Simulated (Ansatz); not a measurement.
# Gate voltage at the highest density: 1T-SrClI bilayer, AA

A layer charged from one gate needs a voltage that grows with the carrier density; the slope is e over the total capacitance.

**Method.** Ansatz 0.2.0, plane waves with PAW datasets (its set soft_2), PBE-D3(BJ); isolated slab, charged sheet 5 Å from the outer atoms behind model barriers, atoms held, Fermi-Dirac smearing of 0.05 eV. The voltage is that of the gate against the layer's Fermi level, from the uncharged case, which has a gap of 3.64 eV.

```
  run  added electrons (10¹³ per cm²)  gate voltage (V)
run 1                           −1.00             −3.02
run 2                           −2.00             −4.26
run 3                           −4.00             −6.21
run 4                           −7.00             −9.00
run 5                          −11.00                 ?
```

Q: Estimate the withheld value from the rows shown.

A least-squares line through the 4 rows shown has slope 0.9840 and intercept −2.1785; no row lies more than 0.14 V off it. The capacitance is 1.602/0.9840 = 1.63 µF/cm², against 1.77 µF/cm² for plates 5 Å apart in vacuum. The intercept is mostly the shift of the Fermi level from inside the gap to the band edge. At −11.00 it gives 0.9840 × (−11.00) + (−2.1785) = −13.00 V, beyond the rows fitted. Rounding and scatter of the rows alone allow about ±0.356 V there.

The run itself gives −12.48 V: a miss of +0.52 V, or 4.2 % of the value. The capacitance rises towards the highest density.

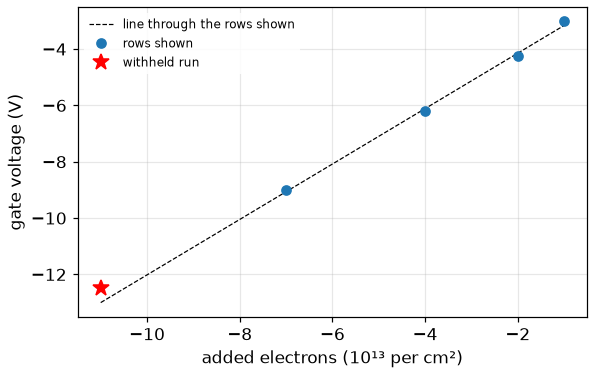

The fit and the withheld run.

**Limits.** The gates are model sheets, not atoms, and low densities sample few k-points. Spin-orbit coupling is left out, which changes the bands of elements this heavy.

[Logs are printed without paths, hosts, clocks, repeated set-up lines and the standing remarks that a program may print on its own settings, such as how far it seeks lower states.]
